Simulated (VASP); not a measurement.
Shape and ions are relaxed at each volume.

Energy against volume of Zn (hcp). All values below come from PBE GGA with D4 dispersion, VASP's PBE PAW potentials (set 64) (plane waves; VASP 6.6.1).

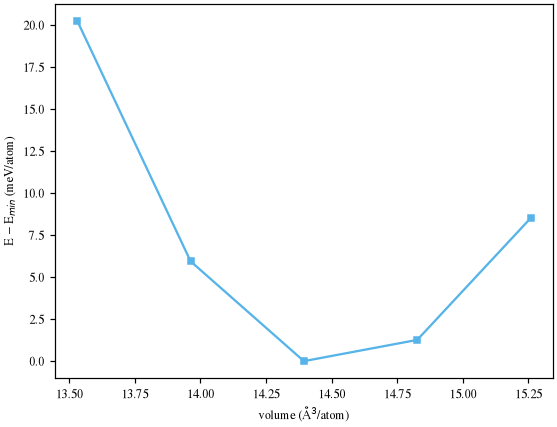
Figure. Energy against volume

Question: Estimate the equilibrium volume and the bulk modulus.

Answer: The minimum lies near 14.5 Å³/atom, and the curvature gives B0 of about 84 GPa.

Measured: bulk modulus 69.7 GPa at 0 K (computed value off by +21.0 %), as given by Vázquez-Parga, Fernández-Martínez, Viñes, J. Chem. Theory Comput. (2023), doi:10.1021/acs.jctc.3c00612, Supporting … [zero-point energy and finite temperature contributions removed].

The compound is Zn in the hcp structure. It was relaxed first.
